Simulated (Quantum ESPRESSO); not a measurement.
# Magnetic state of CoSn from several starts, part 2 of 2

Wanted: the moments of CoSn and the energy of each order that was tried.

Quantum ESPRESSO 7.5; LDA; plane waves with GBRV 1.5 LDA potentials, no spin-orbit coupling.

So far: Starting point; Start 1: ferro +++.

**3. Run 2 (ferri ++−)**

File pw.in:

```
&CONTROL
  calculation = 'scf'
  prefix = 'pwscf'
  outdir = './tmp'
  pseudo_dir = './pseudo'
  disk_io = 'nowf'
/
&SYSTEM
  ibrav = 0
  nat = 6
  ntyp = 3
  ecutwfc = 40
  ecutrho = 280
  nbnd = 60
  occupations = 'smearing'
  smearing = 'fd'
  degauss = 0.00734986
  nspin = 2
  starting_magnetization(1) = 0.1176
  starting_magnetization(2) = -0.1176
  starting_magnetization(3) = 0
/
&ELECTRONS
  conv_thr = 1.2d-08
  electron_maxstep = 150
  mixing_beta = 0.3
/
ATOMIC_SPECIES
Co1    58.9332 co_lda_v1.2.uspp.F.UPF
Co2    58.9332 co_lda_v1.2.uspp.F.UPF
Sn    118.7100 sn_lda_v1.4.uspp.F.UPF
CELL_PARAMETERS angstrom
   5.2460399276    0.0000000000    0.0000000000
  -2.6230199638    4.5432038466    0.0000000000
   0.0000000000    0.0000000000    4.1875903000
ATOMIC_POSITIONS crystal
Co1     0.0000000000    0.5000000000    0.0000000000
Co1     0.5000000000    0.5000000000    0.0000000000
Co2     0.5000000000    0.0000000000    0.0000000000
Sn      0.6666666700    0.3333333300    0.5000000000
Sn      0.3333333300    0.6666666700    0.5000000000
Sn      0.0000000000    0.0000000000    0.0000000000
K_POINTS automatic
6 6 6 0 0 0
```

Command:

```console
> OMP_NUM_THREADS=1 mpirun -n 4 pw.x -nk 4 -in pw.in > pw.out
```

Output:

```text
[banner, memory and clock lines left out]
Program PWSCF v.7.5 starts

     Message from routine setup:
     using ibrav=0 with symmetry is DISCOURAGED, use correct ibrav instead

     bravais-lattice index     =            0
     lattice parameter (alat)  =       9.9136  a.u.
     unit-cell volume          =     673.5264 (a.u.)^3
     number of atoms/cell      =            6
     number of atomic types    =            3
     number of electrons       =        93.00
     number of Kohn-Sham states=           60
     kinetic-energy cutoff     =      40.0000  Ry
     charge density cutoff     =     280.0000  Ry
     scf convergence threshold =      1.2E-08
     mixing beta               =       0.3000
     number of iterations used =            8  plain     mixing
     Exchange-correlation=  SLA  PZ   NOGX NOGC
                           (   1   1   0   0   0   0   0)

     celldm(1)=   9.913579  celldm(2)=   0.000000  celldm(3)=   0.000000
     celldm(4)=   0.000000  celldm(5)=   0.000000  celldm(6)=   0.000000

     crystal axes: (cart. coord. in units of alat)
               a(1) = (   1.000000   0.000000   0.000000 )
               a(2) = (  -0.500000   0.866025   0.000000 )
               a(3) = (   0.000000   0.000000   0.798238 )

     reciprocal axes: (cart. coord. in units 2 pi/alat)
               b(1) = (  1.000000  0.577350 -0.000000 )
               b(2) = (  0.000000  1.154701  0.000000 )
               b(3) = (  0.000000 -0.000000  1.252759 )

     PseudoPot. # 1 for Co read from file:
     co_lda_v1.2.uspp.F.UPF
     Pseudo is Ultrasoft + core correction, Zval = 17.0

     PseudoPot. # 2 for Co read from file:
     co_lda_v1.2.uspp.F.UPF
     Pseudo is Ultrasoft + core correction, Zval = 17.0

     PseudoPot. # 3 for Sn read from file:
     sn_lda_v1.4.uspp.F.UPF
     Pseudo is Ultrasoft + core correction, Zval = 14.0

     atomic species   valence    mass     pseudopotential
     Co1              17.00    58.93320     Co( 1.00)
     Co2              17.00    58.93320     Co( 1.00)
     Sn               14.00   118.71000     Sn( 1.00)

     Starting magnetic structure
     atomic species   magnetization
     Co1             0.118
     Co2            -0.118
     Sn              0.000

      8 Sym. Ops., with inversion, found

   Cartesian axes

     site n.     atom                  positions (alat units)
         1        Co1    tau(   1) = (  -0.2500000   0.4330127   0.0000000  )
         2        Co1    tau(   2) = (   0.2500000   0.4330127   0.0000000  )
         3        Co2    tau(   3) = (   0.5000000   0.0000000   0.0000000  )
         4        Sn     tau(   4) = (   0.5000000   0.2886751   0.3991192  )
         5        Sn     tau(   5) = (  -0.0000000   0.5773503   0.3991192  )
         6        Sn     tau(   6) = (   0.0000000   0.0000000   0.0000000  )

     number of k points=    52  Fermi-Dirac smearing, width (Ry)=  0.0073
                       cart. coord. in units 2pi/alat
        k(    1) = (   0.0000000   0.0000000   0.0000000), wk =   0.0046296
        k(    2) = (   0.0000000   0.0000000   0.2087931), wk =   0.0092593
        k(    3) = (   0.0000000   0.0000000   0.4175862), wk =   0.0092593
        k(    4) = (   0.0000000   0.0000000  -0.6263793), wk =   0.0046296
        k(    5) = (   0.0000000   0.1924501   0.0000000), wk =   0.0092593
        [... 47 further k-points ...]

     Dense  grid:    53269 G-vectors     FFT dimensions: (  54,  54,  45)

     Smooth grid:    23023 G-vectors     FFT dimensions: (  40,  40,  32)

     Check: negative core charge=   -0.000020
     Generating pointlists ...
     new r_m :   0.2032 (alat units)  2.0143 (a.u.) for type    1
     new r_m :   0.2032 (alat units)  2.0143 (a.u.) for type    2
     new r_m :   0.2032 (alat units)  2.0143 (a.u.) for type    3

     Initial potential from superposition of free atoms

     starting charge      86.9999, renormalised to      93.0000
     Starting wfcs are   66 randomized atomic wfcs

     Self-consistent Calculation

     iteration #  1     ecut=    40.00 Ry     beta= 0.30
     Davidson diagonalization with overlap
     ethr =  1.00E-02,  avg # of iterations =  6.0

     total energy              =   -1349.94884561 Ry
     estimated scf accuracy    <      67.15860297 Ry

     total magnetization       =     0.69 Bohr mag/cell
     absolute magnetization    =     2.43 Bohr mag/cell

     iteration #  2     ecut=    40.00 Ry     beta= 0.30
     Davidson diagonalization with overlap
     ethr =  1.00E-02,  avg # of iterations =  3.0

     total energy              =   -1369.88398293 Ry
     estimated scf accuracy    <      47.40785867 Ry

     total magnetization       =     0.09 Bohr mag/cell
     absolute magnetization    =     0.31 Bohr mag/cell

     [... further iterations left out ...]

     iteration # 20     ecut=    40.00 Ry     beta= 0.30
     Davidson diagonalization with overlap
     ethr =  1.64E-10,  avg # of iterations =  3.5

     total energy              =   -1371.77733222 Ry
     estimated scf accuracy    <       0.00000003 Ry

     total magnetization       =    -0.00 Bohr mag/cell
     absolute magnetization    =     0.00 Bohr mag/cell

     iteration # 21     ecut=    40.00 Ry     beta= 0.30
     Davidson diagonalization with overlap
     ethr =  3.71E-11,  avg # of iterations =  3.3

     Magnetic moment per site  (integrated on atomic sphere of radius R)
     atom   1 (R=0.203)  charge= 15.9279  magn=  0.0002
     atom   2 (R=0.203)  charge= 15.9279  magn=  0.0002
     atom   3 (R=0.203)  charge= 15.9279  magn= -0.0002
     atom   4 (R=0.203)  charge= 11.2565  magn= -0.0000
     atom   5 (R=0.203)  charge= 11.2565  magn= -0.0000
     atom   6 (R=0.203)  charge= 11.1935  magn= -0.0000

     End of self-consistent calculation

     Number of k-points >= 100: set verbosity='high' to print the bands.

     the Fermi energy is    14.7436 ev

!    total energy              =   -1371.77733227 Ry
     estimated scf accuracy    <          6.8E-09 Ry
     smearing contrib. (-TS)   =      -0.01169542 Ry
     internal energy E=F+TS    =   -1371.76563685 Ry

     The total energy is F=E-TS. E is the sum of the following terms:
     one-electron contribution =    -793.92458715 Ry
     hartree contribution      =     461.12331223 Ry
     xc contribution           =    -224.49382045 Ry
     ewald contribution        =    -814.47054149 Ry

     total magnetization       =     0.00 Bohr mag/cell
     absolute magnetization    =     0.00 Bohr mag/cell

     convergence has been achieved in  21 iterations
```

It took 88 s on 4 MPI ranks of AMD EPYC 9R14 (Zen 4), shared host; peak memory 0.8 GiB; 5.8 min of CPU time.

Spin moment in the atom's sphere by atom:

```tsv
atom	spin moment in the atom's sphere (μB)
Co1	0.0002
Co2	0.0002
Co3	-0.0002
Sn4	0.0000
Sn5	0.0000
Sn6	0.0000
```

Read from the output:

| Property | Result |
| --- | --- |
| smearing term TS | 0.1591 eV |
| magnetization | 0 μB |
| absolute magnetization | 0 μB |
| final state | non-magnetic |

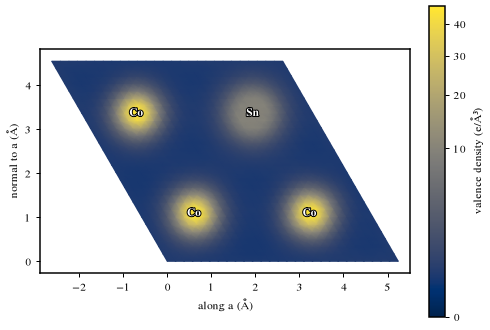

Valence density in the ab plane at fractional z = 0.000, with atoms of Co and Sn within 0.2 Å of it. It is the smooth field of the valence electrons, not physical close to the nuclei. The map starts off the cell's origin, so that atoms lie inside it. The colour scale is stretched toward low values.

**4. Start 3: no spin polarisation**

File pw.in:

```
&CONTROL
  calculation = 'scf'
  prefix = 'pwscf'
  outdir = './tmp'
  pseudo_dir = './pseudo'
  disk_io = 'nowf'
/
&SYSTEM
  ibrav = 0
  nat = 6
  ntyp = 2
  ecutwfc = 40
  ecutrho = 280
  nbnd = 59
  occupations = 'smearing'
  smearing = 'fd'
  degauss = 0.00734986
/
&ELECTRONS
  conv_thr = 1.2d-08
  electron_maxstep = 150
  mixing_beta = 0.3
/
ATOMIC_SPECIES
Co     58.9332 co_lda_v1.2.uspp.F.UPF
Sn    118.7100 sn_lda_v1.4.uspp.F.UPF
CELL_PARAMETERS angstrom
   5.2460399276    0.0000000000    0.0000000000
  -2.6230199638    4.5432038466    0.0000000000
   0.0000000000    0.0000000000    4.1875903000
ATOMIC_POSITIONS crystal
Co      0.0000000000    0.5000000000    0.0000000000
Co      0.5000000000    0.5000000000    0.0000000000
Co      0.5000000000    0.0000000000    0.0000000000
Sn      0.6666666700    0.3333333300    0.5000000000
Sn      0.3333333300    0.6666666700    0.5000000000
Sn      0.0000000000    0.0000000000    0.0000000000
K_POINTS automatic
6 6 6 0 0 0
```

Output:

```text
     [... lines left out ...]
Program PWSCF v.7.5 starts
     [... lines left out ...]
     number of atoms/cell      =            6
     [... lines left out ...]
     number of electrons       =        93.00
     number of Kohn-Sham states=           59
     kinetic-energy cutoff     =      40.0000  Ry
     charge density cutoff     =     280.0000  Ry
     scf convergence threshold =      1.2E-08
     [... lines left out ...]
     24 Sym. Ops., with inversion, found
     [... lines left out ...]
     number of k points=    28  Fermi-Dirac smearing, width (Ry)=  0.0073
     [... lines left out ...]
     iteration # 15     ecut=    40.00 Ry     beta= 0.30
     [... lines left out ...]
     the Fermi energy is    14.7437 ev
!    total energy              =   -1371.77733227 Ry
     estimated scf accuracy    <       0.00000001 Ry
     smearing contrib. (-TS)   =      -0.01169623 Ry
     [... lines left out ...]
     convergence has been achieved in  15 iterations
```

Elapsed: 21 s, on 4 MPI ranks; peak memory 0.44 GiB; 84 s of CPU time.

Numbers from this step:

- smearing term TS: 0.1591 eV
- final state: non-magnetic (no spin polarisation)

**5. Ranking**

An order is kept where moments of 0.15 μB or more survive with the typed signs; meshes match where a doubled cell samples the same k points as the first cell.

Orders:

```tsv
start	final state	typed order kept	energy over the lowest (meV a seeded atom)	largest site moment (μB)	net moment (μB a cell of the first run)	mesh matched	CPU time (s)
ferro +++	non-magnetic	no	0	0	0	yes	171.4
ferri ++-	non-magnetic	no	0	0	0	yes	349.2
no spin polarisation	non-magnetic	-	0	0	0	yes	83.6
```

**6. Outcome**

```json
{"lowest state found": "non-magnetic (from ferro +++, ferri ++- and no spin polarisation)", "largest site moment": "0 μB"}
```

In words: The lowest state carries no moment, and no start kept one. Only these 3 starts were compared; other wavevectors, canted and longer-period orders were not. Energies are free energies at an electronic temperature of 1160 K, which lowers moments and differences where the moments are itinerant.

[Logs and program files are shortened in this print: banners, set-up blocks, solver, clock and traceback lines can be left out without a mark of their own.]

[Logs are printed without paths, hosts, clocks, repeated set-up lines and the standing remarks that a program may print on its own settings, such as how far it seeks lower states.]

[Hosts, paths, dates, database ids (printed as entryN), source tags and the programs' standing remarks are cut or masked in the printed files.]

[Where a cell is said to come from a database of computed structures, the database is the Materials Project.]
